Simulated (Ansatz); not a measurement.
Frequency calculation of CH9BN2

System: CH9BN2.
Method: RKS B3LYP/6-31G* (Ansatz 0.2.0).

It belongs to a series of runs on one base structure; here: vibrations at the highest image of the band. Figures and captions count atoms from 1; the log counts them from 0 in places.

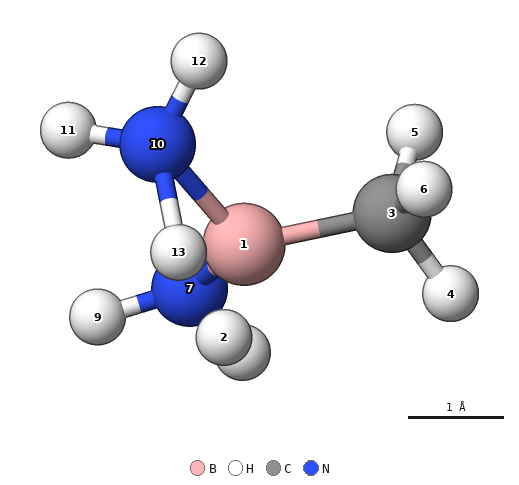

The structure (ball-and-stick view, seen at a tilt; atoms are numbered from 1 in the order of the input).

### Summary

- outcome: converged
- total energy: −4839.7051 eV
- mean-field energy: −4839.7051 eV
- largest force (length of the vector): 0.029 eV/Å
- hardware: 1 thread of Intel Xeon (Granite Rapids), 32 GiB of memory available, shared host
- wall time: 1.9 min
- peak memory: 0.16 GiB

### The input
```yaml
crystal:
  periodic: [false, false, false]
  atoms:
    - { symbol: B, position_ang: [-0.118041, 0.424006, -0.076714] }
    - { symbol: H, position_ang: [-0.141637, -0.185226, 1.292588] }
    - { symbol: C, position_ang: [1.301316, -0.008706, -0.658432] }
    - { symbol: H, position_ang: [1.341102, -1.078901, -0.89822] }
    - { symbol: H, position_ang: [1.50882, 0.540628, -1.588241] }
    - { symbol: H, position_ang: [2.126889, 0.192166, 0.036237] }
    - { symbol: "N", position_ang: [-1.323376, 0.118338, -0.833083] }
    - { symbol: H, position_ang: [-1.350072, -0.799161, -1.264033] }
    - { symbol: H, position_ang: [-2.22341, 0.30733, -0.405167] }
    - { symbol: "N", position_ang: [-0.116807, 1.873796, 0.597727] }
    - { symbol: H, position_ang: [-0.988213, 2.394873, 0.562385] }
    - { symbol: H, position_ang: [0.680222, 2.473042, 0.403393] }
    - { symbol: H, position_ang: [-0.081693, 0.855815, 1.408164] }
basis:
  gaussian: { orbitals: "6-31G*" }
hamiltonian:
  xc: b3lyp
phonons: {}
```

Command:
```bash
ansatz run input.yaml --threads 1 --pin off --max-ram 2048MiB --backend cpu --events-out ev --progress --plain --runs-dir out
```

### Output
```
Engine: ansatz 0.2.0, x86_64-unknown-linux-gnu
Functional definition: B3LYP
  parameter a0 = 0.2
  parameter ax = 0.72
  parameter ac = 0.81
  exchange = (1 - a0 - ax)*slater_x + ax*b88_x + a0*exact_x
  correlation = (1 - ac)*vwn_rpa_c + ac*lyp_c
959 factors; integrals over basis functions are off by at most 4.9e-4 eV
mean field evaluation 1: about -4827.8187 eV, gradient 7.6e1 eV
mean field evaluation 2: about -4816.8675 eV, gradient 1.0e2 eV
mean field evaluation 4: about -4839.6562 eV, gradient 4.0e0 eV
mean field evaluation 8: about -4839.7049 eV, gradient 9.5e-2 eV
mean field evaluation 16: about -4839.7049 eV, gradient 8.5e-6 eV
mean field -4839.70487644 eV, -177.8558737392 hartree, gradient 8.5e-6 eV, S^2 0.000000; 0 other end points of the search recorded, 0 dependent functions left out
the calculation of the forces begins
reference -4839.70508062 eV, -177.8558812429 hartree; 17, 17 occupied and 61, 61 virtual orbitals, 959 factors
these checks for a lower state are left out or cut short: stability, starts, cluster_reference, orbital_swaps, neighbouring_geometries, increment
959 factors; integrals over basis functions are off by at most 4.8e-4 eV
mean field -4839.70478149 eV, -177.8558702499 hartree, gradient 2.4e-6 eV, S^2 0.000000; 0 other end points of the search recorded, 0 dependent functions left out
[... from here on the field's lines of each further geometry are left out, up to the last ...]
the calculation of the forces begins
reference -4839.70506147 eV, -177.8558805393 hartree; 17, 17 occupied and 61, 61 virtual orbitals, 959 factors
these checks for a lower state are left out or cut short: stability, starts, cluster_reference, orbital_swaps, neighbouring_geometries, increment
959 factors; integrals over basis functions are off by at most 4.8e-4 eV
mean field evaluation 480: about -4839.7048 eV, gradient 8.0e-7 eV
mean field -4839.70483217 eV, -177.8558721124 hartree, gradient 8.0e-7 eV, S^2 0.000000; 0 other end points of the search recorded, 0 dependent functions left out
the calculation of the forces begins
reference -4839.70503637 eV, -177.8558796168 hartree; 17, 17 occupied and 61, 61 virtual orbitals, 959 factors
WARN: phonons: modes at or below zero, which the zero-point energy, F, S and C_V leave out: 1, the lowest at -1591.75 cm⁻¹. A minimum has none, and a first-order saddle one
Total energy: -4839.70508062 eV, -177.8558812429 hartree
Atom 0 at    -0.118041     0.424006    -0.076714 Å, force     0.021919     0.014077    -0.003708 eV/Å
Atom 1 at    -0.141637    -0.185226     1.292588 Å, force    -0.002343     0.004848    -0.002259 eV/Å
Atom 2 at     1.301316    -0.008706    -0.658432 Å, force    -0.010213    -0.012976     0.008745 eV/Å
Atom 3 at     1.341102    -1.078901    -0.898220 Å, force     0.002916     0.003696    -0.000681 eV/Å
Atom 4 at     1.508820     0.540628    -1.588241 Å, force    -0.002444     0.003283    -0.001871 eV/Å
Atom 5 at     2.126889     0.192166     0.036237 Å, force    -0.002204     0.002753    -0.002657 eV/Å
Atom 6 at    -1.323376     0.118338    -0.833083 Å, force     0.001643     0.005471     0.000717 eV/Å
Atom 7 at    -1.350072    -0.799161    -1.264033 Å, force    -0.002124    -0.002853     0.003134 eV/Å
Atom 8 at    -2.223410     0.307330    -0.405167 Å, force    -0.000102    -0.003081     0.005109 eV/Å
Atom 9 at    -0.116807     1.873796     0.597727 Å, force    -0.001074     0.005610     0.001272 eV/Å
Atom 10 at    -0.988213     2.394873     0.562385 Å, force    -0.002373     0.004523    -0.011190 eV/Å
Atom 11 at     0.680222     2.473042     0.403393 Å, force     0.001879     0.002764    -0.001613 eV/Å
Atom 12 at    -0.081693     0.855815     1.408164 Å, force    -0.005482    -0.028116     0.005002 eV/Å
Dipole moment:    -0.181577     0.295931     0.090235 e Å
Vibrations: -1591.75 184.17 258.75 298.64 316.92 376.87 448.96 570.05 688.96 724.43 788.45 824.74 842.50 870.11 914.04 1018.60 1163.74 1294.40 1389.34 1481.21 1509.41 1513.77 1575.58 1672.55 1772.00 1844.13 3024.11 3085.23 3096.57 3512.52 3534.02 3615.19 3623.27 cm⁻¹, zero-point energy 2.965281 eV
```

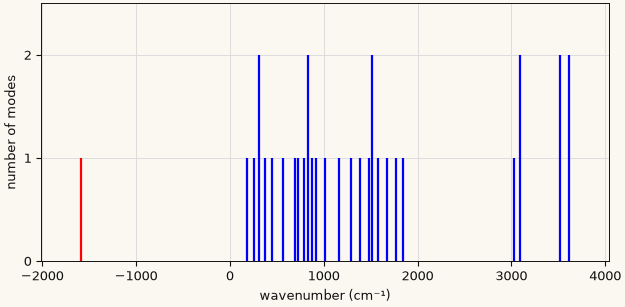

Harmonic vibrational wavenumbers from the force constants; neighbouring modes closer than 24 cm⁻¹ are counted in one stick, and imaginary ones are drawn at negative wavenumbers. 33 modes from 1592i to 3623 cm⁻¹, 1 imaginary beyond 8i (1592i cm⁻¹): a first-order saddle point, if the geometry is stationary.
